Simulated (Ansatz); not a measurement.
# Calculations on BH$_{4}$OF

### Relaxation

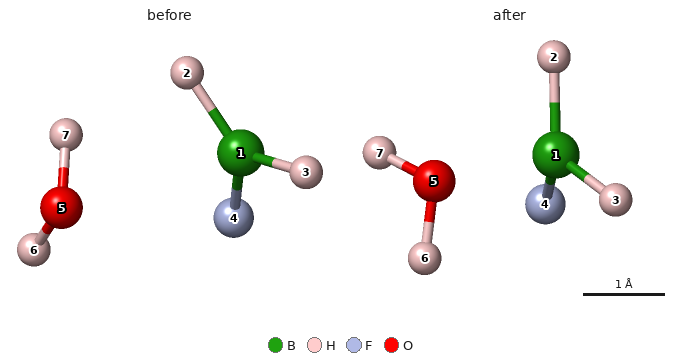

The structure of BH₄OF before (left) and after (right) a relaxation, at one scale.

Style: ball-and-stick. Shown from a free direction.

The run prepares an end point of a later path (reaction) calculation, from a guessed geometry.

Level of theory: RKS PBE0/def2-SVP in Ansatz.

Input
```yaml
crystal:
  periodic: [false, false, false]
  atoms:
    - { symbol: B, position_ang: [0.054643, 0.322419, -0.035089] }
    - { symbol: H, position_ang: [-0.055161, 0.358021, 1.160821] }
    - { symbol: H, position_ang: [1.099918, 0.476494, -0.61678] }
    - { symbol: F, position_ang: [-1.059697, 0.232, -0.740468] }
    - { symbol: O, position_ang: [0.183304, -2.164189, 0.70862] }
    - { symbol: H, position_ang: [-0.696135, -2.419027, 0.403962] }
    - { symbol: H, position_ang: [-0.005072, -1.493219, 1.403134] }
basis:
  gaussian: { orbitals: def2-SVP }
hamiltonian:
  xc: pbe0
relax:
  f_tol: 0.03
  max_steps: 50
```

Run as
```bash
ansatz run input.yaml --threads 1 --pin off --max-ram 2048MiB --backend cpu --events-out ev --progress --plain --runs-dir out
```

Q: Summarise the run.

A: H6 moves most after the best rigid fit: 0.78 Å. Largest moves by element: H 0.78 Å, O 0.59 Å, F 0.39 Å, B 0.34 Å. Among the contacts that change: B1–O5 2.599 → 1.710 Å, B1–F4 1.322 → 1.375 Å, B1–H2 1.201 → 1.220 Å, O5–H7 0.984 → 0.968 Å. Bond angles that change, for instance: H2–B1–H3 123.7° → 119.1°, H3–B1–F4 118.8° → 115.3°, H6–O5–H7 103.2° → 106.0°. Over 16 accepted moves (19 points after the start) the energy falls by 10.5 kcal/mol. Largest force component: 0.87 eV/Å at the start, 0.0061 eV/Å at the end. The line search rejected the trial steps at points 1, 9, 15 of the run. The run took 34 s on 1 thread of Arm Neoverse V1 (shared host), peak memory 0.13 GiB.

### Relaxation

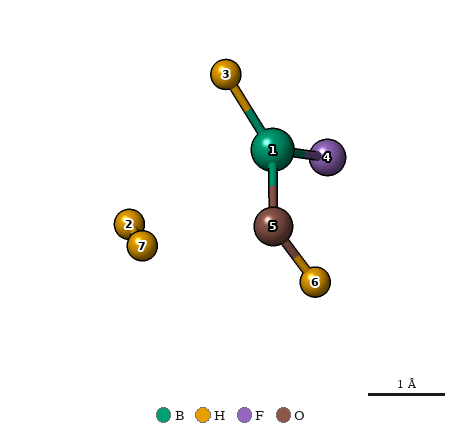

BH4OF, before the relaxation. The picture is a ball-and-stick view, seen at a tilt.

The run prepares an end point of a later path (reaction) calculation, from a guessed geometry.

Theory: RKS PBE0/def2-SVP in Ansatz 0.2.0.

The input:
```yaml
crystal:
  periodic: [false, false, false]
  atoms:
    - { symbol: B, position_ang: [0.070112, -0.466105, -0.367926] }
    - { symbol: H, position_ang: [-0.098882, 0.115709, 1.951246] }
    - { symbol: H, position_ang: [1.054618, 0.208856, -0.486963] }
    - { symbol: F, position_ang: [-1.129608, 0.043882, -0.627807] }
    - { symbol: O, position_ang: [0.190375, -1.790394, -0.02306] }
    - { symbol: H, position_ang: [-0.664217, -2.237546, 0.01406] }
    - { symbol: H, position_ang: [0.099403, -0.561903, 1.824651] }
basis:
  gaussian: { orbitals: def2-SVP }
hamiltonian:
  xc: pbe0
relax:
  f_tol: 0.03
  max_steps: 50
output:
  orbitals: {}
```

Launched with:
```bash
ansatz run input.yaml --threads 1 --pin off --max-ram 2048MiB --backend cpu --events-out ev --progress --plain --runs-dir out
```

Where does the relaxation end?

Answer. Over 40 accepted moves (47 points after the start) the energy falls by 20.4 kJ/mol. The largest force component goes from 1.7 to 0.015 eV/Å. The line search rejected the trial steps at points 9, 12, 16, 23, 24, 29, 30 of the run. The forces were under the threshold at step 13, but the run went on from there. The largest move after the best rigid fit is that of H2, 1.70 Å. By element the largest moves are H 1.70 Å, F 1.61 Å, O 0.86 Å, B 0.68 Å. Among the contacts that change: H2–H7 0.717 → 0.762 Å, B1–O5 1.374 → 1.344 Å.

Step by step:

| step | E − E(0), kJ/mol | largest force component, eV/Å | note |
| --- | --- | --- | --- |
| 0 | 0.00 | 1.7225 |  |
| 1 | -13.32 | 0.5306 |  |
| 2 | -16.28 | 0.4433 |  |
| 3 | -17.96 | 0.2431 |  |
| 4 | -18.22 | 0.1958 |  |
| 5 | -18.37 | 0.0428 |  |
| 6 | -18.43 | 0.1360 |  |
| 7 | -18.47 | 0.0770 |  |
| 8 | -18.53 | 0.0719 |  |
| 9 | -18.42 | 0.3345 | rejected |
| 10 | -18.57 | 0.0787 |  |
| 12 | -16.64 | 0.8010 | rejected |
| 14 | -18.95 | 0.1550 |  |
| 16 | -18.65 | 0.4768 | rejected |
| 18 | -19.41 | 0.0767 |  |
| 20 | -19.56 | 0.1384 |  |
| 22 | -19.80 | 0.0775 |  |
| 24 | -19.14 | 0.5195 | rejected |
| 26 | -19.91 | 0.0673 |  |
| 28 | -19.99 | 0.0658 |  |
| 29 | -19.51 | 0.3749 | rejected |
| 31 | -20.02 | 0.0854 |  |
| 33 | -20.09 | 0.0525 |  |
| 35 | -20.11 | 0.0548 |  |
| 37 | -20.17 | 0.0791 |  |
| 39 | -20.22 | 0.1093 |  |
| 41 | -20.28 | 0.0348 |  |
| 43 | -20.32 | 0.0754 |  |
| 45 | -20.36 | 0.1532 |  |
| 47 | -20.41 | 0.0145 |  |

The structure at the end:

```xyz
7

B     0.0342   -0.4421   -1.0470
H     0.1213   -0.6020    3.4767
H     0.9240    0.3336   -1.2769
F    -0.8397   -0.7534   -2.0010
O    -0.0799   -0.9963    0.1719
H    -0.8284   -1.6025    0.2419
H     0.1904   -0.6247    2.7186
```

After the run, drawn alike:

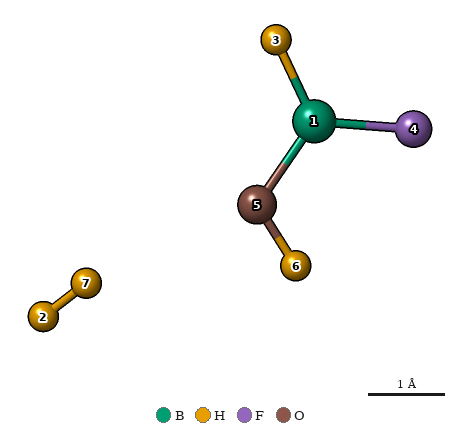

### Path

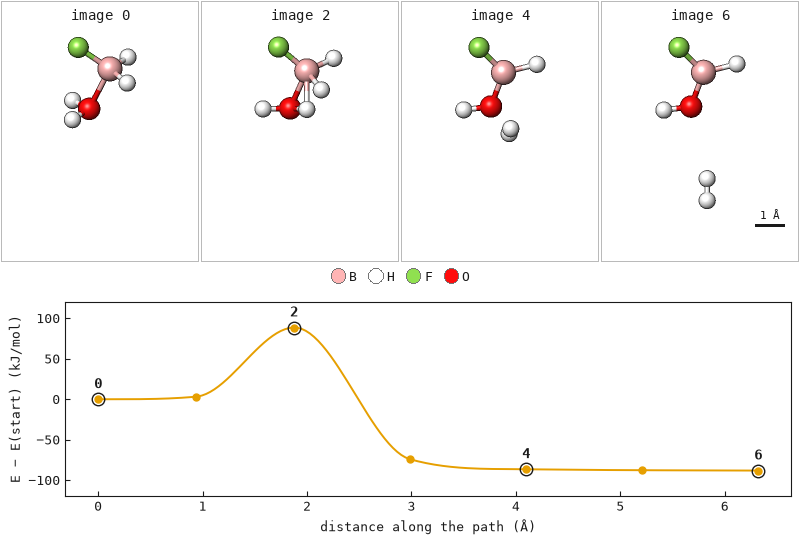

NEB run on BH4OF. Images are numbered from 0 (start) to 6 (end). Style: ball-and-stick. Shown from a free direction.

Computed with RKS PBE0/def2-SVP (Ansatz 0.2.0).

Input file:
```yaml
crystal:
  periodic: [false, false, false]
  atoms:
    - { symbol: B, position_ang: [0.038436, 0.026641, 0.123992] }
    - { symbol: H, position_ang: [0.204189, 0.666197, 1.149022] }
    - { symbol: H, position_ang: [0.920274, 0.018733, -0.718285] }
    - { symbol: F, position_ang: [-1.245217, 0.030964, -0.369974] }
    - { symbol: O, position_ang: [0.170455, -1.56746, 0.728265] }
    - { symbol: H, position_ang: [-0.026752, -2.170221, -0.003624] }
    - { symbol: H, position_ang: [-0.539586, -1.692355, 1.374806] }
basis:
  gaussian: { orbitals: def2-SVP }
hamiltonian:
  xc: pbe0
neb:
  order_check: false
  images: 5
  f_tol: 0.05
  max_iterations: 60
  final_atoms:
    - { symbol: B, position_ang: [-0.06055449, -0.31611507, -1.02391948] }
    - { symbol: H, position_ang: [0.29338833, -0.86184094, 3.45645594] }
    - { symbol: H, position_ang: [0.75542687, 0.54394509, -1.22617577] }
    - { symbol: F, position_ang: [-0.96164229, -0.61061129, -1.95779194] }
    - { symbol: O, position_ang: [-0.06455588, -0.9815556, 0.14350095] }
    - { symbol: H, position_ang: [-0.7612932, -1.6482809, 0.19517323] }
    - { symbol: H, position_ang: [0.32102965, -0.8130423, 2.69695907] }
  initial_path:
    images:
      - { positions_ang: [[0.038436, 0.026641, 0.123992], [0.204189, 0.666197, 1.149022], [0.920274, 0.018733, -0.718285], [-1.245217, 0.030964, -0.369974], [0.170455, -1.56746, 0.728265], [-0.026752, -2.170221, -0.003624], [-0.539586, -1.692355, 1.374806]] }
      - { positions_ang: [[0.00904151, 0.01802608, 0.08101149], [0.11976992, 0.4481735, 1.27768421], [0.93940939, 0.0366421, -0.67917205], [-1.22681854, -0.00882737, -0.46791873], [0.16078129, -1.58053893, 0.66751265], [-0.13807015, -2.19166318, -0.0242053], [-0.34231441, -1.40931319, 1.42928972]] }
      - { positions_ang: [[-0.02035299, 0.00941116, 0.03803098], [0.03535084, 0.23015001, 1.40634642], [0.95854478, 0.05455119, -0.64005909], [-1.20842008, -0.04861875, -0.56586346], [0.15110758, -1.59361787, 0.6067603], [-0.2493883, -2.21310536, -0.04478659], [-0.14504282, -1.12627138, 1.48377345]] }
      - { positions_ang: [[-0.04974748, 0.00079624, -0.00494954], [-0.04906824, 0.01212651, 1.53500863], [0.97768016, 0.07246029, -0.60094614], [-1.19002162, -0.08841012, -0.66380818], [0.14143387, -1.6066968, 0.54600795], [-0.36070645, -2.23454754, -0.06536789], [0.05222877, -0.84322957, 1.53825717]] }
      - { positions_ang: [[-0.05334982, -0.10484087, -0.34460618], [0.06508395, -0.27919597, 2.17549107], [0.90359573, 0.22962189, -0.80935602], [-1.11389518, -0.26247718, -1.0951361], [0.07277062, -1.3983164, 0.41183895], [-0.49423537, -2.03912532, 0.02147915], [0.14182906, -0.83316715, 1.92449114]] }
      - { positions_ang: [[-0.05695215, -0.21047797, -0.68426283], [0.17923614, -0.57051846, 2.8159735], [0.8295113, 0.38678349, -1.01776589], [-1.03776873, -0.43654423, -1.52646402], [0.00410737, -1.189936, 0.27766995], [-0.62776429, -1.84370311, 0.10832619], [0.23142936, -0.82310472, 2.3107251]] }
      - { positions_ang: [[-0.06055449, -0.31611507, -1.02391948], [0.29338833, -0.86184094, 3.45645594], [0.75542687, 0.54394509, -1.22617577], [-0.96164229, -0.61061129, -1.95779194], [-0.06455588, -0.9815556, 0.14350095], [-0.7612932, -1.6482809, 0.19517323], [0.32102965, -0.8130423, 2.69695907]] }
```

Launched with:
```bash
ansatz run input.yaml --threads 1 --pin off --max-ram 2048MiB --backend cpu --events-out ev --progress --plain --runs-dir out
```

### Describe the mechanism and the energy profile.

Breaking: B–H (1.22 → 4.53 Å), H–O (0.97 → 2.59 Å). Forming: H–H (2.48 → 0.76 Å). The highest point, image 2, lies 88.6 kJ/mol above the start and 176.7 kJ/mol above the end; the end is at −88.1 kJ/mol relative to the start. The band converged in 23 iterations. The largest component of the band force went from 13 to 0.026 eV/Å. The climbing image converged on the top of the path. Its vibrational analysis gives one imaginary mode (1372i cm⁻¹), as a transition state must have.
